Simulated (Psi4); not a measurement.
## Run report: SF$_{2}$, property calculation

SF$_{2}$ (sulfur difluoride), computed with SCAN/def2-TZVPD, RKS (Psi4 1.11).

The geometry comes from this level: PBE0-D4/def2-TZVP.

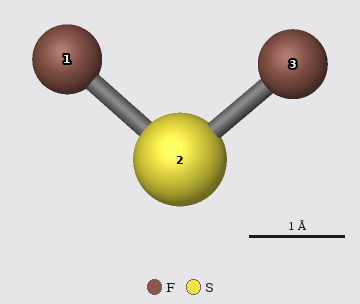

*The structure (ball-and-stick view, seen at a tilt; atoms are numbered from 1 in the order of the input).*

Bond lengths as drawn: F–S 1.59 Å.

## The input (input.dat)
```
memory 1.6 GB

molecule m {
  0 1
  F      0.440140     1.116450     0.365400
  S     -0.601990     0.126530    -0.315250
  F      0.161840    -1.242970    -0.050150
  symmetry c1
}

set {
  basis def2-TZVPD
  puream true
  scf_type pk
  dft_radial_points 99
  dft_spherical_points 590
  d_convergence 1e-06
  e_convergence 1e-06
}

E, wfn = energy('scan', return_wfn=True)
oeprop(wfn, 'DIPOLE', 'QUADRUPOLE', 'MULLIKEN_CHARGES', 'LOWDIN_CHARGES', title='SCAN')
```

Hardware: 1 thread of Intel Xeon @ 2.50GHz (Skylake/Cascade Lake), 128 GiB of memory available, shared host.

Run as:
```bash
psi4 -n 1 input.dat output.dat
```

## Log
```
Psi4 1.11 release

   => Loading Basis Set <=

    Name: DEF2-TZVPD
    Role: ORBITAL
    Keyword: BASIS

         ---------------------------------------------------------
                                   SCF
                              RKS Reference
                        1 Threads,   1525 MiB Core
         ---------------------------------------------------------

  ==> Geometry <==

    Molecular point group: c1
    Full point group: Cs

    Geometry (in Angstrom), charge = 0, multiplicity = 1:

       Center              X                  Y                   Z               Mass
    ------------   -----------------  -----------------  -----------------  -----------------
         F            0.687493677557     1.098210592864    -0.000000000000    18.998403162730
         S           -0.553444899360     0.103558686858     0.000000000000    31.972071174400
         F            0.243888795058    -1.272487645446     0.000000000000    18.998403162730

  Running in c1 symmetry.

  Rotational constants: A =      0.90318  B =      0.30508  C =      0.22805 [cm^-1]
  Rotational constants: A =  27076.60465  B =   9146.00370  C =   6836.68951 [MHz]
  Nuclear repulsion =  113.601141047721853

  Charge       = 0
  Multiplicity = 1
  Electrons    = 34
  Nalpha       = 17
  Nbeta        = 17

  ==> Algorithm <==

  SCF Algorithm Type is PK.
  DIIS enabled.
  MOM disabled.
  Fractional occupation disabled.
  Guess Type is SAD.
  Energy threshold   = 1.00e-06
  Density threshold  = 1.00e-06
  Integral threshold = 1.00e-12

  ==> Primary Basis <==

  Basis Set: DEF2-TZVPD
    Blend: DEF2-TZVPD
    Number of shells: 44
    Number of basis functions: 126
    Number of Cartesian functions: 144
    Spherical Harmonics?: true
    Max angular momentum: 3

  ==> DFT Potential <==

   => LibXC <=

    Version 7.1.2

   => Composite Functional: SCAN <=

    Deriv               =              1
    GGA                 =           TRUE
    Meta                =           TRUE

    Exchange Hybrid     =          FALSE
    MP2 Hybrid          =          FALSE

   => Exchange Functionals <=

    1.0000   XC_MGGA_X_SCAN

   => Correlation Functionals <=

    1.0000   XC_MGGA_C_SCAN

   => LibXC Density Thresholds  <==

    XC_MGGA_C_SCAN:  1.00E-15
    XC_MGGA_X_SCAN:  1.00E-15

   => Molecular Quadrature <=

    Radial Scheme          =       TREUTLER
    Pruning Scheme         =           NONE
    Nuclear Scheme         =       TREUTLER

    Blocking Scheme        =         OCTREE
    BS radius alpha        =              1
    Pruning alpha          =              1
    Radial Points          =             99
    Spherical Points       =            590
    Total Points           =         172051
    Total Blocks           =           1345
    Max Points             =            256
    Max Functions          =            124
    Weights Tolerance      =       1.00E-15

  ==> Integral Setup <==

  Using in-core PK algorithm.
   Calculation information:
      Number of atoms:                   3
      Number of AO shells:              44
      Number of primitives:             76
      Number of atomic orbitals:       144
      Number of basis functions:       126

      Integral cutoff                 1.00e-12
      Number of threads:                 1

  Performing in-core PK
  Using 64024002 doubles for integral storage.
  We computed 457152 shell quartets total.
  Whereas there are 490545 unique shell quartets.

  ==> DiskJK: Disk-Based J/K Matrices <==

    J tasked:                  Yes
    K tasked:                   No
    wK tasked:                  No
    Memory [MiB]:             1029
    Schwarz Cutoff:          1E-12

  Cached 8.4% of DFT collocation blocks in 0.103 [GiB].

  Minimum eigenvalue in the overlap matrix is 9.6435966177E-04.
  Reciprocal condition number of the overlap matrix is 1.5696909980E-04.
    Using symmetric orthogonalization.

  ==> Pre-Iterations <==

  SCF Guess: Superposition of Atomic Densities via on-the-fly atomic UHF (no occupation information).

   -------------------------
    Irrep   Nso     Nmo
   -------------------------
     A        126     126
   -------------------------
    Total     126     126
   -------------------------

  ==> Iterations <==

                        Total Energy        Delta E     RMS |[F,P]|

   @RKS iter SAD:  -597.74368780199200   -5.97744e+02   0.00000e+00
   @RKS iter   1:  -597.85470886585165   -1.11021e-01   3.87198e-03 ADIIS/DIIS
   @RKS iter   2:  -597.70974574589013    1.44963e-01   6.38962e-03 ADIIS/DIIS
   @RKS iter   3:  -597.90397217873533   -1.94226e-01   1.12577e-03 ADIIS/DIIS
   @RKS iter   4:  -597.91069413950981   -6.72196e-03   1.16273e-04 ADIIS/DIIS
   @RKS iter   5:  -597.91078323994486   -8.91004e-05   2.64867e-05 DIIS
   @RKS iter   6:  -597.91078743055243   -4.19061e-06   4.77519e-06 DIIS
   @RKS iter   7:  -597.91078757303103   -1.42479e-07   1.75248e-06 DIIS
   @RKS iter   8:  -597.91078759916945   -2.61384e-08   1.76725e-07 DIIS
  Energy and wave function converged.

  ==> Post-Iterations <==

   Electrons on quadrature grid:
      Ntotal   =   33.9999996391 ; deviation = -3.609e-07

    Orbital Energies [Eh]
    ---------------------

    Doubly Occupied:

       1A    -88.656873     2A    -24.541372     3A    -24.541359
       4A     -7.977982     5A     -5.927719     6A     -5.923270
       7A     -5.907746     8A     -1.238723     9A     -1.200081
      10A     -0.704535    11A     -0.542691    12A     -0.495269
      13A     -0.474246    14A     -0.426457    15A     -0.417111
      16A     -0.406760    17A     -0.223959

    Virtual:

      18A     -0.099252    19A     -0.062272    20A      0.038392
      21A      0.058467    22A      0.061190    23A      0.068284
      24A      0.120498    25A      0.133905    26A      0.135727
      27A      0.143850    28A      0.149748    29A      0.196777
      30A      0.199556    31A      0.214484    32A      0.226535
      33A      0.235283    34A      0.263845    35A      0.280543
      36A      0.309388    37A      0.401014    38A      0.407825
      39A      0.441566    40A      0.444455    41A      0.455174
      42A      0.461581    43A      0.487001    44A      0.496071
      45A      0.526597    46A      0.589041    47A      0.633129
      48A      0.653906    49A      0.659833    50A      0.663945
      51A      0.674519    52A      0.695285    53A      0.705031
      54A      0.768534    55A      0.879966    56A      0.889797
      57A      0.907639    58A      0.962459    59A      1.014427
      60A      1.046087    61A      1.066934    62A      1.187261
      63A      1.262738    64A      1.539280    65A      1.540836
      66A      1.542417    67A      1.553048    68A      1.583600
      69A      1.655310    70A      1.710699    71A      1.785076
      72A      1.804806    73A      1.811685    74A      1.893304
      75A      1.947463    76A      1.959719    77A      2.239316
      78A      2.243395    79A      2.251749    80A      2.259858
      81A      2.361121    82A      2.474501    83A      2.575951
      84A      2.587712    85A      2.626956    86A      2.717321
      87A      2.953130    88A      3.116678    89A      3.338028
      90A      3.353831    91A      3.464108    92A      3.466573
      93A      3.843912    94A      3.933838    95A      4.197136
      96A      4.422507    97A      6.928125    98A      6.947677
      99A      6.948017   100A      6.948196   101A      6.948283
     102A      6.963032   103A      6.967938   104A      6.989630
     105A      7.040600   106A      7.065915   107A      7.096295
     108A      7.134718   109A      7.158502   110A      7.167042
     111A      8.494553   112A      8.498374   113A      8.498663
     114A      8.506442   115A      8.616133   116A      8.651360
     117A      8.664532   118A      8.770142   119A      8.868568
     120A      8.871519   121A      9.038769   122A      9.348001
     123A      9.490955   124A     19.363544   125A     56.998084
     126A     57.073674

    Final Occupation by Irrep:
              A
    DOCC [    17 ]
    NA   [    17 ]
    NB   [    17 ]

  @RKS Final Energy:  -597.91078759916945

   => Energetics <=

    Nuclear Repulsion Energy =            113.6011410477218533
    One-Electron Energy =               -1054.0660257449126220
    Two-Electron Energy =                 389.1656380418464778
    DFT Exchange-Correlation Energy =     -46.6115409438251049
    Empirical Dispersion Energy =           0.0000000000000000
    VV10 Nonlocal Energy =                  0.0000000000000000
    Total Energy =                       -597.9107875991694527

Computation Completed

Properties will be evaluated at   0.000000,   0.000000,   0.000000 [a0]

Properties computed using the SCF density matrix

 Multipole Moments:

 ------------------------------------------------------------------------------------
     Multipole            Electronic (a.u.)      Nuclear  (a.u.)        Total (a.u.)
 ------------------------------------------------------------------------------------

 L = 1.  Multiply by 2.5417464519 to convert [e a0] to [Debye]
 Dipole X            :          0.5593611           -0.8932284           -0.3338674
 Dipole Y            :         -0.1047179            0.1671378            0.0624199
 Dipole Z            :          0.0000000            0.0000000            0.0000000
 Magnitude           :                                                    0.3396523

 ------------------------------------------------------------------------------------

	total time  =         31 seconds =       0.52 minutes

Properties will be evaluated at   0.000000,   0.000000,   0.000000 [a0]

Properties computed using the SCAN density matrix

 Multipole Moments:

 ------------------------------------------------------------------------------------
     Multipole            Electronic (a.u.)      Nuclear  (a.u.)        Total (a.u.)
 ------------------------------------------------------------------------------------

 L = 1.  Multiply by 2.5417464519 to convert [e a0] to [Debye]
 Dipole X            :          0.5593611           -0.8932284           -0.3338674
 Dipole Y            :         -0.1047179            0.1671378            0.0624199
 Dipole Z            :          0.0000000            0.0000000            0.0000000
 Magnitude           :                                                    0.3396523

 L = 2.  Multiply by 1.3450342976 to convert [e a0^2] to [Debye ang]
 Quadrupole XX       :        -50.5438057           34.6035604          -15.9402453
 Quadrupole XY       :        -11.1632348           11.0166701           -0.1465648
 Quadrupole XZ       :         -0.0000000           -0.0000000           -0.0000000
 Quadrupole YY       :       -108.1124067           91.4164465          -16.6959602
 Quadrupole YZ       :         -0.0000000           -0.0000000           -0.0000000
 Quadrupole ZZ       :        -17.3798013            0.0000000          -17.3798013
 Traceless XX        :          8.1348655           -7.4031086            0.7317570
 Traceless YY        :        -49.4337355           49.4097776           -0.0239579
 Traceless ZZ        :         41.2988699          -42.0066690           -0.7077991

 ------------------------------------------------------------------------------------
  Mulliken Charges: (a.u.)
   Center  Symbol    Alpha    Beta     Spin     Total
       1     F     4.57672  4.57672  0.00000 -0.15345
       2     S     7.84656  7.84656  0.00000  0.30688
       3     F     4.57671  4.57671  0.00000 -0.15343

   Total alpha = 17.00000, Total beta = 17.00000, Total charge =  0.00000

  Lowdin Charges: (a.u.)
   Center  Symbol    Alpha    Beta     Spin     Total
       1     F     4.72095  4.72095  0.00000 -0.44191
       2     S     7.55810  7.55810  0.00000  0.88379
       3     F     4.72094  4.72094  0.00000 -0.44189

  Total alpha = 17.00000, Total beta = 17.00000, Total charge =  0.00000

    Psi4 run time: 0:00:31.22
```

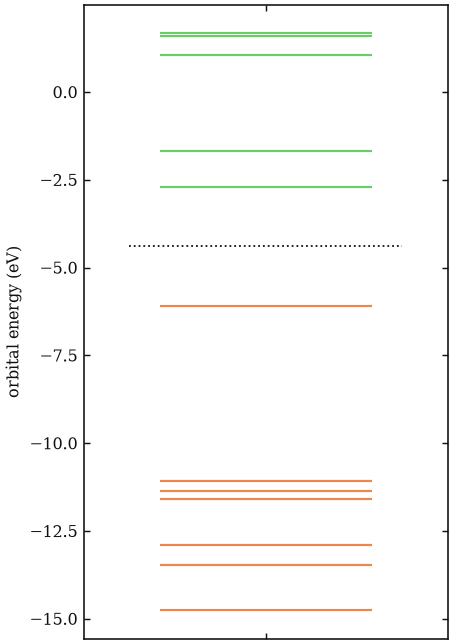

*Orbital energies near the frontier; the dotted line parts filled from empty levels, and levels within 0.02 eV of each other stand side by side.*

Highest filled −6.09 eV, lowest empty −2.70 eV, 3.39 eV apart.

## Summary

- outcome: converged
- total energy: −597.910788 hartree
- basis functions: 126
- HOMO: −6.09 eV
- LUMO: −2.70 eV
- dipole moment: 0.86 D
- wall time: 33 s
- peak memory: 0.81 GiB
